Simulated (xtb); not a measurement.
## C$_{7}$H$_{5}$ClO$_{2}$: molecular dynamics

C$_{7}$H$_{5}$ClO$_{2}$ (3-chlorobenzoic acid), SMILES O=C(O)c1cccc(Cl)c1, computed with GFN2-xTB (xtb 6.7.1 later snapshot).

The run did not end well. The starting geometry was optimised with GFN2-xTB.

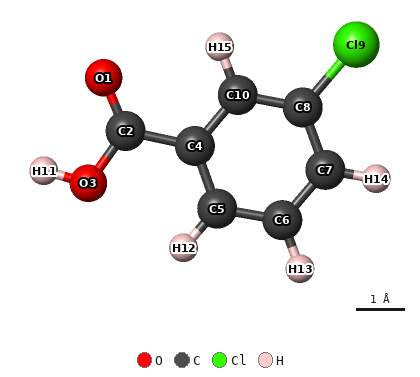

**Figure 1.** The input geometry (ball-and-stick view, seen on its broad side; atoms are numbered from 1 in the order of the input).

### The input (coord)
```
$coord
      4.266774822270     -3.393400099252      1.307992834421  o
      3.032519101232     -2.544270562412     -0.405988760615  c
      3.482973117559     -3.156560724052     -2.823779953506  o
      0.900548984690     -0.752847990790     -0.095922498086  c
     -0.451871310921      0.160135391801     -2.159238864520  c
     -2.426238268668      1.828593484494     -1.772695385728  c
     -3.065967253638      2.595690010263      0.646324129145  c
     -1.707291964554      1.676092586237      2.693218775555  c
     -2.501354882122      2.629894053119      5.710771245880  cl
      0.272347329081      0.007010883922      2.344016284986  c
      4.890327751613     -4.327850770618     -2.912653773147  h
      0.052156441040     -0.441969146027     -4.039232899604  h
     -3.482122740803      2.543269007566     -3.364732953941  h
     -4.605111387623      3.896898727897      0.952308583244  h
      1.342291363583     -0.720722646671      3.919669927699  h
$end
```

### File detailed.inp
```
$md
   temp=500
   time=0.2
   step=4
   dump=20
   hmass=1
   shake=0
   nvt=false
$end
```

Run on 1 thread of Arm Neoverse V1, 24 GiB of memory available, shared host.

Launch command:
```bash
xtb coord --input detailed.inp --md > xtb.out 2> xtb.err
```

### What the program printed
```
* xtb version 6.7.1
   ID    Z sym.   atoms
    1    8 o      1, 3
    2    6 c      2, 4-8, 10
    3   17 cl     9
    4    1 h      11-15

           -------------------------------------------------
          |                Calculation Setup                |
           -------------------------------------------------

          program call               : xtb coord --input detailed.inp --md
          coordinate file            : coord
          omp threads                :                     1

           -------------------------------------------------
          |                 G F N 2 - x T B                 |
           -------------------------------------------------

      * Hamiltonian:
        H0-scaling (s, p, d)           1.850000    2.230000    2.230000
        zeta-weighting                 0.500000
      * Dispersion:
        s8                             2.700000
        a1                             0.520000
        a2                             5.000000
        s9                             5.000000
      * Repulsion:
        kExp                           1.500000    1.000000
        rExp                           1.000000
      * Coulomb:
        alpha                          2.000000
        third order                    shell-resolved
        anisotropic                    true
        a3                             3.000000
        a5                             4.000000
        cn-shift                       1.200000
        cn-exp                         4.000000
        max-rad                        5.000000

          ...................................................
          :                      SETUP                      :
          :.................................................:
          :  # basis functions                  51          :
          :  # atomic orbitals                  50          :
          :  # shells                           26          :
          :  # electrons                        52          :
          :  max. iterations                   250          :
          :  Hamiltonian                  GFN2-xTB          :
          :  restarted?                      false          :
          :  GBSA solvation                  false          :
          :  PC potential                    false          :
          :  electronic temp.          300.0000000     K    :
          :  accuracy                    1.0000000          :
          :  -> integral cutoff          0.2500000E+02      :
          :  -> integral neglect         0.1000000E-07      :
          :  -> SCF convergence          0.1000000E-05 Eh   :
          :  -> wf. convergence          0.1000000E-03 e    :
          :  Broyden damping             0.4000000          :
          :  net charge                          0          :
          :  unpaired electrons                  0          :
          ...................................................

 iter      E             dE          RMSdq      gap      omega  full diag
   1    -30.5488509 -0.305489E+02  0.486E+00    3.71       0.0  T
   2    -30.5863108 -0.374599E-01  0.277E+00    3.49       1.0  T
   3    -30.5849194  0.139137E-02  0.131E+00    3.33       1.0  T
   4    -30.5912737 -0.635426E-02  0.309E-01    3.34       1.0  T
   5    -30.5921165 -0.842841E-03  0.956E-02    3.31       1.0  T
   6    -30.5921605 -0.440142E-04  0.472E-02    3.32       1.0  T
   7    -30.5921659 -0.538947E-05  0.206E-02    3.32       1.3  T
   8    -30.5921677 -0.178754E-05  0.150E-02    3.32       1.7  T
   9    -30.5921687 -0.992929E-06  0.933E-03    3.32       2.8  T
  10    -30.5921691 -0.429189E-06  0.620E-03    3.32       4.2  T
  11    -30.5921694 -0.261042E-06  0.330E-03    3.32       7.8  T
  12    -30.5921695 -0.745413E-07  0.938E-04    3.32      27.5  T
  13    -30.5921695 -0.215634E-08  0.465E-04    3.32      55.5  T

   *** convergence criteria satisfied after 13 iterations ***

         #    Occupation            Energy/Eh            Energy/eV
      -------------------------------------------------------------
         1        2.0000           -1.0621912             -28.9037
       ...           ...                  ...                  ...
        20        2.0000           -0.4680412             -12.7360
        21        2.0000           -0.4624302             -12.5834
        22        2.0000           -0.4542320             -12.3603
        23        2.0000           -0.4362680             -11.8715
        24        2.0000           -0.4315995             -11.7444
        25        2.0000           -0.4234203             -11.5219
        26        2.0000           -0.4109304             -11.1820 (HOMO)
        27                         -0.2890027              -7.8642 (LUMO)
        28                         -0.2522434              -6.8639
        29                         -0.2048701              -5.5748
        30                         -0.1453083              -3.9540
        31                         -0.1111776              -3.0253
       ...                                ...                  ...
        50                          0.6780844              18.4516
      -------------------------------------------------------------
                  HL-Gap            0.1219277 Eh            3.3178 eV
             Fermi-level           -0.3499665 Eh           -9.5231 eV

 SCC (total)                   0 d,  0 h,  0 min,  0.012 sec
 SCC setup                      ...        0 min,  0.000 sec (  0.785%)
 Dispersion                     ...        0 min,  0.000 sec (  0.817%)
 classical contributions        ...        0 min,  0.000 sec (  0.112%)
 integral evaluation            ...        0 min,  0.001 sec ( 12.150%)
 iterations                     ...        0 min,  0.007 sec ( 59.590%)
 molecular gradient             ...        0 min,  0.003 sec ( 25.640%)
 printout                       ...        0 min,  0.000 sec (  0.755%)

         :::::::::::::::::::::::::::::::::::::::::::::::::::::
         ::                     SUMMARY                     ::
         :::::::::::::::::::::::::::::::::::::::::::::::::::::
         :: total energy             -30.223653261232 Eh    ::
         :: gradient norm              0.000042001685 Eh/a0 ::
         :: HOMO-LUMO gap              3.317821935244 eV    ::
         ::.................................................::
         :: SCC energy               -30.592151256296 Eh    ::
         :: -> isotropic ES            0.052133789791 Eh    ::
         :: -> anisotropic ES         -0.001437864491 Eh    ::
         :: -> anisotropic XC          0.007017417614 Eh    ::
         :: -> dispersion             -0.013567492863 Eh    ::
         :: repulsion energy           0.368497995064 Eh    ::
         :: add. restraining           0.000000000000 Eh    ::
         :: total charge               0.000000000000 e     ::
         :::::::::::::::::::::::::::::::::::::::::::::::::::::

           -------------------------------------------------
          |                Property Printout                |
           -------------------------------------------------

    * Orbital Energies and Occupations

         #    Occupation            Energy/Eh            Energy/eV
      -------------------------------------------------------------
         1        2.0000           -1.0621912             -28.9037
       ...           ...                  ...                  ...
        14        2.0000           -0.5263364             -14.3223
        15        2.0000           -0.5214305             -14.1888
        16        2.0000           -0.5158677             -14.0375
        17        2.0000           -0.5060871             -13.7713
        18        2.0000           -0.5034872             -13.7006
        19        2.0000           -0.4842277             -13.1765
        20        2.0000           -0.4680412             -12.7360
        21        2.0000           -0.4624302             -12.5834
        22        2.0000           -0.4542320             -12.3603
        23        2.0000           -0.4362680             -11.8715
        24        2.0000           -0.4315995             -11.7444
        25        2.0000           -0.4234203             -11.5219
        26        2.0000           -0.4109304             -11.1820 (HOMO)
        27                         -0.2890027              -7.8642 (LUMO)
        28                         -0.2522434              -6.8639
        29                         -0.2048701              -5.5748
        30                         -0.1453083              -3.9540
        31                         -0.1111776              -3.0253
        32                          0.0070271               0.1912
        33                          0.0131086               0.3567
        34                          0.0132017               0.3592
        35                          0.0262596               0.7146
        36                          0.0512317               1.3941
        37                          0.1056418               2.8747
       ...                                ...                  ...
        50                          0.6780844              18.4516
      -------------------------------------------------------------
                  HL-Gap            0.1219277 Eh            3.3178 eV
             Fermi-level           -0.3499665 Eh           -9.5231 eV

     #   Z          covCN         q      C6AA      α(0)
     1   8          0.857    -0.407    21.824     6.263
     2   6          2.698     0.357    20.942     7.490
     3   8          1.660    -0.376    20.393     6.096
     4   6          2.975    -0.012    28.315     8.728
     5   6          2.919    -0.025    28.625     8.774
     6   6          2.921    -0.024    28.607     8.771
     7   6          2.955    -0.032    28.790     8.801
     8   6          2.887     0.104    25.706     8.312
     9  17          0.968    -0.163   104.254    15.621
    10   6          2.961    -0.030    28.756     8.796
    11   1          0.804     0.332     0.632     1.249
    12   1          0.926     0.069     2.091     2.261
    13   1          0.926     0.057     2.239     2.340
    14   1          0.926     0.066     2.127     2.280
    15   1          0.926     0.085     1.932     2.173

 Mol. C6AA /au·bohr⁶  :       3875.191539
 Mol. C8AA /au·bohr⁸  :     105798.506890
 Mol. α(0) /au        :         97.956533

Wiberg/Mayer (AO) data.
largest (>0.10) Wiberg bond orders for each atom

 ---------------------------------------------------------------------------
     #   Z sym  total        # sym  WBO       # sym  WBO       # sym  WBO
 ---------------------------------------------------------------------------
     1   8      2.038 --     2      1.742     3      0.172
     2   6      3.919 --     1      1.742     3      1.124     4      1.005
     3   8      2.197 --     2      1.124    11      0.866     1      0.172
     4   6      3.988 --     5      1.388    10      1.386     2      1.005
                             7      0.100
     5   6      3.989 --     6      1.446     4      1.388    12      0.965
     6   6      3.991 --     5      1.446     7      1.438    13      0.968
                            10      0.105
     7   6      3.988 --     6      1.438     8      1.394    14      0.967
                             4      0.100
     8   6      3.923 --    10      1.419     7      1.394     9      0.983
     9  17      1.122 --     8      0.983
    10   6      3.986 --     8      1.419     4      1.386    15      0.961
                             6      0.105
    11   1      0.889 --     3      0.866
    12   1      0.994 --     5      0.965
    13   1      0.996 --     6      0.968
    14   1      0.995 --     7      0.967
    15   1      0.993 --    10      0.961
 ---------------------------------------------------------------------------

Topologies differ in total number of bonds
Writing topology from bond orders to xtbtopo.mol

molecular dipole:
                 x           y           z       tot (Debye)
 q only:       -0.349       0.159      -1.302
   full:       -0.309       0.137      -1.189       3.141
molecular quadrupole (traceless):
                xx          xy          yy          xz          yz          zz
 q only:        1.430      -0.568       1.534      -1.759       1.065      -2.964
  q+dip:        1.467      -3.558       0.729      -3.091       2.578      -2.196
   full:        1.377      -1.204       1.646      -3.764       2.771      -3.023

           -------------------------------------------------
          | TOTAL ENERGY              -30.223653261232 Eh   |
          | GRADIENT NORM               0.000042001685 Eh/α |
          | HOMO-LUMO GAP               3.317821935244 eV   |
           -------------------------------------------------
           -------------------------------------------------
          |               Molecular Dynamics                |
           -------------------------------------------------
 trajectories on xtb.trj or xtb.trj.<n>

 MD time /ps        :    0.20
 dt /fs             :    4.00
 SCC accuracy       :    2.00
 temperature /K     :  500.00
 max steps          :    50
 block length (av.) :  1250
 dumpstep(trj) /fs  :   20.00     5
 dumpstep(coords)/fs: 1000.00   250
 H atoms mass (amu) :     1
 # deg. of freedom  :    45
 SHAKE off
         time (ps)    <Epot>      Ekin   <T>   T     Etot       error
      0    0.00      0.00000   0.1425    0.    0.   -30.08115    0.0000
  -28.899547795496115        48034.577635321475
 MD is unstable, emergency exit
 but still taking it as converged!
 average properties
 Epot               :  -19.933603410782798
 Epot (accurate SCC):                       NaN
 Ekin               :   1.1883738606034295
 Etot               :  -18.745229550179367
 T                  :   16678.183956127814
 normal exit of md()

------------------------------------------------------------------------
------------------------------------------------------------------------
 total:
 *  cpu-time:     0 d,  0 h,  0 min,  0.082 sec
 * ratio c/w:     1.000 speedup
 SCF:
 *  cpu-time:     0 d,  0 h,  0 min,  0.012 sec
 * ratio c/w:     1.000 speedup
 MD:
 *  cpu-time:     0 d,  0 h,  0 min,  0.061 sec
 * ratio c/w:     0.999 speedup
```

### Standard error
```
normal termination of xtb
```

### Outcome

```json
{"quantity": "outcome", "value": "not converged"}
{"quantity": "trajectory", "value": "1 frames kept"}
{"quantity": "electrons treated", "value": "52"}
{"quantity": "potential energy (last step)", "value": "−30.223653 hartree"}
{"quantity": "dispersion energy (last step)", "value": "−0.013567 hartree"}
{"quantity": "basis functions (last step)", "value": "51"}
{"quantity": "peak memory", "value": "0.074 GiB"}
```

### Diagnosis

Settings chosen away from the usual ones: method = gfn2-xtb; task = md; geo = {"prev": "A"}; x = {"md_temperature": 500, "md_time": 0.2, "time_step": 4, "md_dump": 20, "hydrogen_mass": 1, "shake": 0, "nvt": "false"}. The run did not converge. Its last values are not results.
